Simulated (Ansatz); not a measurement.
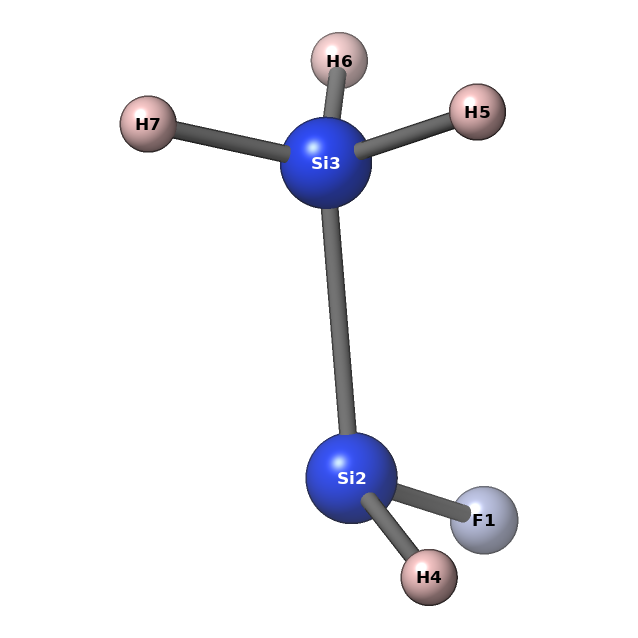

Source: calculation with Ansatz.

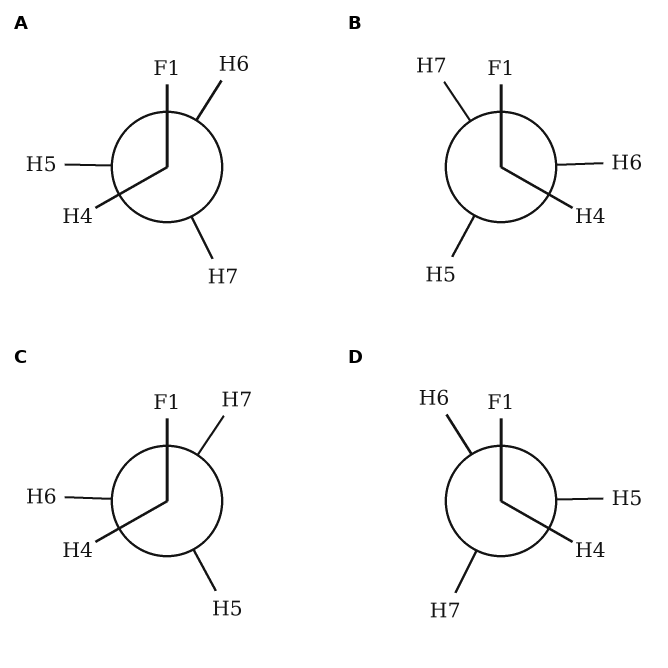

Atoms fade into the background with distance from the viewer. Bonds that would overlap in a projection are set slightly apart. State: neutral, doublet. Geometry: relaxed with PBE0-D4/def2-TZVP with one coordinate held away from its value at the minimum.

> Which Newman projection shows the view along Si2–Si3, with Si2 in front?

A. The torsion angle F1–Si2–Si3–H5 is −89°, about perpendicular.
